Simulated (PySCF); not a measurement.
C5H11NO2Si (SMILES CO[Si](C)(CC#N)OC)

```xyz
20

C     2.8467   -0.5474    0.1145
O     1.5927   -0.6671    0.7279
Si    0.1426   -0.2403    0.1484
C    -0.4399   -1.2066   -1.3865
C    -0.9874   -0.6531    1.6447
C    -2.3077   -0.1854    1.3907
N    -3.3553    0.2076    1.1434
O     0.2114    1.3612   -0.1362
C    -0.7891    2.2292   -0.6044
H     3.0238    0.4805   -0.2035
H     2.9100   -1.2048   -0.7549
H     3.6011   -0.8396    0.8449
H     0.0722   -0.8696   -2.2850
H    -0.2566   -2.2727   -1.2879
H    -1.5061   -1.0753   -1.5510
H    -1.0246   -1.7261    1.8272
H    -0.6086   -0.1686    2.5449
H    -0.4004    3.2451   -0.5378
H    -1.6928    2.1426   -0.0002
H    -1.0371    2.0011   -1.6423
```

Geometry: GFN2-xTB.

These are results of PBE0/pcSseg-1, SCF density, gas phase, non-relativistic in PySCF, not measurements.

Q: Predict the electron density and electron localisation function between the atoms.

A: C–O (1.40 Å): ρ at the midpoint is about 2 e/Å³, with its minimum of 1.7 e/Å³ about 0.5 Å from C; the ELF peaks at about 0.90 between the atoms (a polar covalent bond).
C–C (1.42 Å): ρ is about 1.9 e/Å³ halfway; the ELF peaks at about 0.95 between the atoms (localised, covalent bonding).
Si–O (1.62 Å): ρ at the midpoint is about 1.2 e/Å³; the ELF peaks at about 0.85 between the atoms: a polar covalent bond.
C–Si (1.92 Å): ρ is about 0.9 e/Å³ halfway; the ELF peaks at about 0.95 between the atoms (localised, covalent bonding).

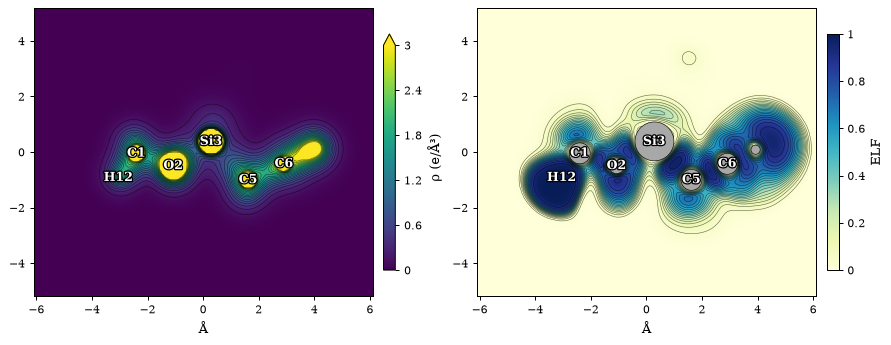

Computed electron density and electron localisation function on the plane of atoms O2, Si3 and C5, in this order. Grey discs cover the atomic cores in the ELF map. 
